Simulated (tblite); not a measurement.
## Geometry relaxation of C₃H₄Br₂

- system: C₃H₄Br₂, SMILES C=C(Br)CBr
- method: GFN2-xTB geometry optimisation, gas phase (tblite 0.8.0)

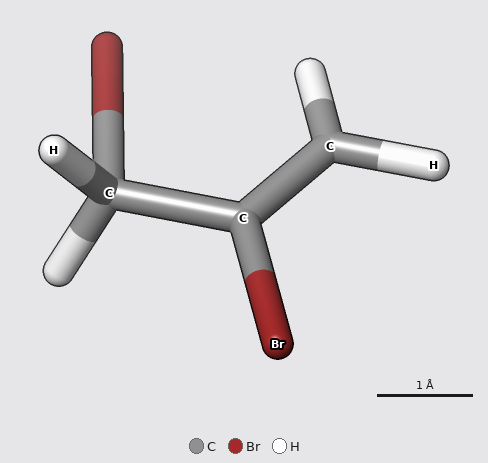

*The input geometry (stick view, seen at a tilt).*

Bond lengths as drawn: Br–C 1.87 to 2.00 Å, C–C 1.32 to 1.47 Å and C–H 1.06 to 1.14 Å.

### Key numbers

```json
{"quantity": "outcome", "value": "converged"}
{"quantity": "total energy", "value": "−451.5652 eV"}
{"quantity": "hardware", "value": "1 CPU thread, shared host"}
{"quantity": "peak memory", "value": "0.18 GiB"}
```

### Input
```
{"job": {"xc": "GFN2-xTB", "basis": "xTB", "kind": "relax"}, "charge": 0, "multiplicity": 1}
C     -1.190300    -0.087600     0.468400
C     -0.172700     0.592700    -0.026800
Br    -0.068300     2.462400    -0.116200
C      1.025000    -0.155500    -0.433200
Br     0.616500    -2.082600    -0.088300
H     -1.247600    -1.148000     0.531700
H     -2.124400     0.476500     0.773800
H      1.291900    -0.038300    -1.458700
H      1.924300     0.004300     0.248600
```

The first line tells a small driver script what to run in tblite; the rest is the geometry in Å.

Run as:
```bash
OMP_NUM_THREADS=1 python <driver script> task.json out
```

### What the program printed
```
step      E/eV     max force
  0    -450.92402    3.604
  1    -451.17901    1.645
  2    -451.28381    1.295
  3    -451.40610    0.988
  4    -451.46685    0.648
  5    -451.49742    0.617
  6    -451.51580    0.390
  7    -451.52911    0.374
  8    -451.54038    0.325
  9    -451.54846    0.319
 10    -451.55635    0.232
 11    -451.56081    0.176
 12    -451.56286    0.108
 13    -451.56393    0.097
 14    -451.56456    0.054
 15    -451.56484    0.036
 16    -451.56493    0.029
 17    -451.56499    0.021
 18    -451.56505    0.024
 19    -451.56510    0.017
 20    -451.56512    0.012
 21    -451.56513    0.011
 22    -451.56514    0.013
 23    -451.56515    0.011
 24    -451.56516    0.006
 25    -451.56516    0.005
 26    -451.56517    0.004
```

### Trajectory as extended XYZ (Å, eV, eV/Å), 12 frames, from step=0 to step=26
```
9
Properties=species:S:1:pos:R:3:forces:R:3 step=0 energy=-450.92402
C    -1.1903   -0.0876    0.4684   -2.6240   2.4100   0.5440
C    -0.1727    0.5927   -0.0268   -0.2760  -1.0720   0.5000
Br   -0.0683    2.4624   -0.1162    0.0240   0.4420  -0.1050
C     1.0250   -0.1555   -0.4332    1.1700  -1.0140   1.5680
Br    0.6165   -2.0826   -0.0883    1.7430  -0.4410  -0.8650
H    -1.2476   -1.1480    0.5317   -0.5060   0.2700   0.1830
H    -2.1244    0.4765    0.7738    1.1600  -0.7230  -0.2740
H     1.2919   -0.0383   -1.4587    0.2580  -0.0170  -0.6580
H     1.9243    0.0043    0.2486   -0.9480   0.1440  -0.8940
9
Properties=species:S:1:pos:R:3:forces:R:3 step=2 energy=-451.28381
C    -1.2456   -0.0413    0.4761    0.0590  -0.3580  -0.1670
C    -0.1820    0.5614   -0.0077    0.2760  -0.1450   0.2300
Br   -0.0663    2.4735   -0.1203    0.1060  -0.1220  -0.0980
C     1.0485   -0.1874   -0.4032   -0.4440  -0.3790  -0.3280
Br    0.6754   -2.0977   -0.1170    1.1250  -0.3530  -0.5360
H    -1.2662   -1.1246    0.5380   -0.4530   0.5770   0.1540
H    -2.1107    0.4689    0.7723   -0.8480   0.6010   0.3080
H     1.2975   -0.0405   -1.4667   -0.0170  -0.1070   0.3700
H     1.9037    0.0116    0.2277    0.1940   0.2870   0.0680
9
Properties=species:S:1:pos:R:3:forces:R:3 step=4 energy=-451.46685
C    -1.2829   -0.0152    0.4698   -0.2580  -0.2090   0.2070
C    -0.1792    0.5267    0.0249    0.3810   0.4550  -0.2600
Br   -0.0558    2.4693   -0.1304    0.1980  -0.4960  -0.0490
C     1.0425   -0.2334   -0.3991   -0.1360   0.4560  -0.0530
Br    0.8002   -2.1370   -0.1772    0.3070  -0.2890  -0.1560
H    -1.3143   -1.0781    0.5547   -0.3090  -0.3670   0.1000
H    -2.1550    0.5044    0.7909   -0.1760   0.3660   0.0140
H     1.2999   -0.0498   -1.4484   -0.1250  -0.0180   0.1000
H     1.8987    0.0371    0.2142    0.1180   0.1030   0.0970
9
Properties=species:S:1:pos:R:3:forces:R:3 step=7 energy=-451.52911
C    -1.3079   -0.0048    0.4787   -0.2010  -0.1710   0.2030
C    -0.1859    0.5233    0.0346   -0.0770  -0.2060  -0.0780
Br   -0.0295    2.4284   -0.1415    0.1770  -0.0660  -0.0490
C     1.0389   -0.2262   -0.3917    0.0400   0.0340   0.0550
Br    0.8986   -2.1771   -0.2251   -0.0060   0.2080   0.0130
H    -1.3706   -1.0771    0.5727   -0.1490   0.0000   0.0280
H    -2.1813    0.5512    0.7969    0.3320   0.0100  -0.1720
H     1.2904   -0.0530   -1.4378   -0.1110   0.1380  -0.0750
H     1.9015    0.0593    0.2124   -0.0050   0.0520   0.0750
9
Properties=species:S:1:pos:R:3:forces:R:3 step=9 energy=-451.54846
C    -1.3162   -0.0158    0.4936    0.0140  -0.0850  -0.0340
C    -0.2004    0.5102    0.0311    0.1640  -0.2720   0.0250
Br   -0.0058    2.4044   -0.1487    0.0610   0.0840  -0.0330
C     1.0401   -0.2138   -0.3869    0.0210  -0.2390  -0.0870
Br    0.9242   -2.1742   -0.2368   -0.0340   0.2330   0.0400
H    -1.4010   -1.0857    0.5812   -0.1030  -0.0080   0.0580
H    -2.1675    0.5714    0.7861    0.0350   0.0400  -0.0250
H     1.2772   -0.0425   -1.4401   -0.0600   0.1620   0.0510
H     1.9037    0.0700    0.2198   -0.0990   0.0850   0.0050
9
Properties=species:S:1:pos:R:3:forces:R:3 step=11 energy=-451.56081
C    -1.3212   -0.0269    0.5014    0.1080   0.0180  -0.1380
C    -0.2020    0.4845    0.0315    0.1230   0.0090   0.0740
Br    0.0153    2.3904   -0.1561   -0.0240  -0.0450   0.0030
C     1.0435   -0.2197   -0.3875    0.0170  -0.0930  -0.0710
Br    0.9430   -2.1598   -0.2437   -0.0340  -0.0330   0.0470
H    -1.4314   -1.0929    0.5920   -0.0740  -0.0380   0.0670
H    -2.1553    0.5889    0.7767   -0.0610   0.0170   0.0340
H     1.2643   -0.0241   -1.4394    0.0230   0.1120   0.0280
H     1.8980    0.0836    0.2244   -0.0770   0.0520  -0.0440
9
Properties=species:S:1:pos:R:3:forces:R:3 step=14 energy=-451.56456
C    -1.3197   -0.0284    0.4946   -0.0400  -0.0090   0.0050
C    -0.1938    0.4786    0.0372   -0.0240   0.0070   0.0000
Br    0.0183    2.3838   -0.1575   -0.0080  -0.0270   0.0100
C     1.0457   -0.2268   -0.3915   -0.0010   0.0440   0.0060
Br    0.9456   -2.1609   -0.2418   -0.0150  -0.0490   0.0180
H    -1.4442   -1.0939    0.5996   -0.0150   0.0330   0.0150
H    -2.1534    0.5919    0.7758    0.0420  -0.0250  -0.0160
H     1.2641   -0.0109   -1.4387    0.0290   0.0260  -0.0260
H     1.8917    0.0906    0.2216    0.0330  -0.0010  -0.0120
9
Properties=species:S:1:pos:R:3:forces:R:3 step=16 energy=-451.56493
C    -1.3199   -0.0294    0.4935   -0.0130  -0.0020   0.0090
C    -0.1939    0.4785    0.0377   -0.0090  -0.0190  -0.0140
Br    0.0182    2.3814   -0.1570   -0.0100   0.0080   0.0090
C     1.0460   -0.2252   -0.3922    0.0070   0.0010   0.0000
Br    0.9437   -2.1629   -0.2399   -0.0030   0.0070   0.0030
H    -1.4464   -1.0935    0.6014   -0.0070   0.0030   0.0070
H    -2.1513    0.5913    0.7749   -0.0050   0.0070  -0.0030
H     1.2654   -0.0075   -1.4398    0.0150   0.0020   0.0010
H     1.8926    0.0913    0.2208    0.0250  -0.0070  -0.0120
9
Properties=species:S:1:pos:R:3:forces:R:3 step=18 energy=-451.56505
C    -1.3209   -0.0299    0.4938    0.0140   0.0040  -0.0050
C    -0.1948    0.4771    0.0369    0.0070   0.0000  -0.0050
Br    0.0177    2.3809   -0.1563   -0.0130   0.0020   0.0070
C     1.0466   -0.2246   -0.3924    0.0070  -0.0120  -0.0050
Br    0.9435   -2.1630   -0.2394    0.0010   0.0150  -0.0020
H    -1.4481   -1.0933    0.6026   -0.0090  -0.0130   0.0080
H    -2.1510    0.5920    0.7743   -0.0190   0.0150   0.0020
H     1.2667   -0.0063   -1.4400    0.0080  -0.0050   0.0080
H     1.8946    0.0912    0.2197    0.0050  -0.0060  -0.0100
9
Properties=species:S:1:pos:R:3:forces:R:3 step=21 energy=-451.56513
C    -1.3212   -0.0298    0.4937    0.0020  -0.0020   0.0010
C    -0.1947    0.4763    0.0362    0.0030   0.0050   0.0050
Br    0.0155    2.3809   -0.1549   -0.0070  -0.0020   0.0030
C     1.0475   -0.2251   -0.3928   -0.0020   0.0030   0.0000
Br    0.9433   -2.1624   -0.2391    0.0020   0.0020  -0.0030
H    -1.4498   -1.0934    0.6042   -0.0040   0.0030   0.0020
H    -2.1520    0.5930    0.7739    0.0090  -0.0010  -0.0070
H     1.2689   -0.0061   -1.4399   -0.0010  -0.0070  -0.0030
H     1.8966    0.0904    0.2179   -0.0030  -0.0020   0.0020
9
Properties=species:S:1:pos:R:3:forces:R:3 step=23 energy=-451.56515
C    -1.3208   -0.0298    0.4937   -0.0040  -0.0020   0.0030
C    -0.1943    0.4766    0.0364   -0.0010  -0.0060   0.0020
Br    0.0144    2.3809   -0.1544   -0.0030   0.0040   0.0010
C     1.0476   -0.2251   -0.3929    0.0010   0.0040   0.0010
Br    0.9433   -2.1619   -0.2393    0.0000  -0.0050  -0.0020
H    -1.4505   -1.0933    0.6047    0.0010   0.0060   0.0000
H    -2.1516    0.5933    0.7733    0.0090  -0.0010  -0.0060
H     1.2692   -0.0067   -1.4400   -0.0020  -0.0020  -0.0040
H     1.8967    0.0900    0.2178    0.0010   0.0010   0.0040
9
Properties=species:S:1:pos:R:3:forces:R:3 step=26 energy=-451.56517
C    -1.3208   -0.0300    0.4939    0.0020   0.0010  -0.0010
C    -0.1941    0.4762    0.0368    0.0010   0.0000  -0.0020
Br    0.0135    2.3809   -0.1539   -0.0020   0.0010   0.0010
C     1.0478   -0.2248   -0.3930    0.0020  -0.0030   0.0000
Br    0.9439   -2.1620   -0.2398   -0.0010  -0.0030   0.0000
H    -1.4514   -1.0931    0.6054    0.0020  -0.0030   0.0000
H    -2.1509    0.5940    0.7724   -0.0020   0.0030   0.0000
H     1.2692   -0.0071   -1.4404   -0.0020   0.0010   0.0010
H     1.8969    0.0901    0.2179    0.0000   0.0020   0.0010
```
